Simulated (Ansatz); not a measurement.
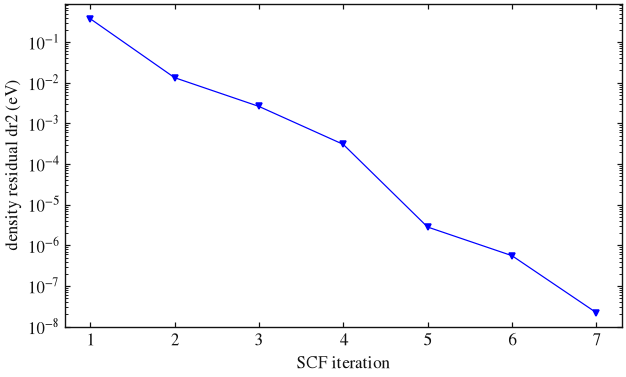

The plot shows the SCF iterations of a calculation: density residual dr2. The starting density is a sum of atomic densities corrected by a trained network.

LaRe (2 atoms in the cell), run with Ansatz.

```
crystal:
  lattice:
    - [3.5733472286, 0.0, 0.0]
    - [0.0, 3.5733472286, 0.0]
    - [0.0, 0.0, 3.5733472286]
  atoms:
    - { symbol: La, position: [0.0, 0.0, 0.0] }
    - { symbol: Re, position: [0.5, 0.5, 0.5] }
basis:
  ecutwfc: 500
  ecutrho_ratio: 1
kpoints:
  mp_grid: { grid: [10, 10, 10] }
hamiltonian:
  xc: r2scan
scf:
  occupations: { method: gaussian, width: 0.05 }
  max_iter: 75
output:
  forces: true
  stress: true
```

Run as:
```bash
ansatz run input.yaml --threads 2 --pin off --max-ram 2662MiB --backend cpu --events-out ev --progress --plain --runs-dir out
```

Did the calculation converge?

Answer. The run converged; it took 7 iterations. The residual falls at every step.

Is anything amiss with this input?

Answer. The input holds an odd setting (a density cutoff under four times that of the waves). The SCF closed, but its energy differs from that of a run with usual settings by more than 1 meV per atom.
